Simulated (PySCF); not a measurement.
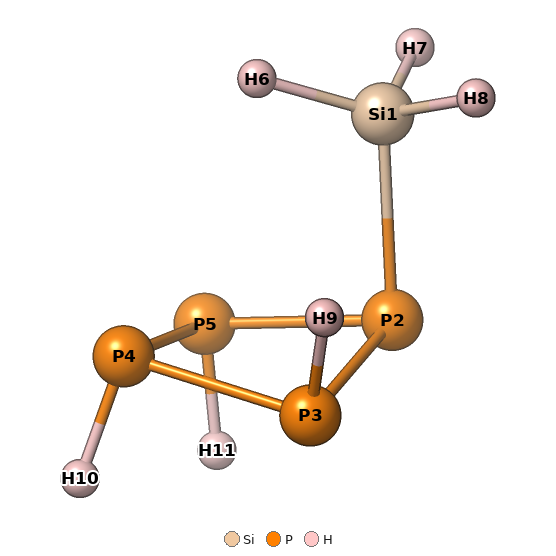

Atoms fade into the background with distance from the viewer. Computed geometry: GFN2-xTB optimisation. No frequency run is at hand to confirm it as a minimum.

Question: What is the conformation of the ring P2–P3–P4–P5?

Answer: It is puckered (butterfly). The Cremer–Pople amplitude Q is 0.36 Å.

Question: Give the torsion angles round the ring, beginning with the bond from its second to its third atom.

Answer: 18°, −18°, 18°, −18°.
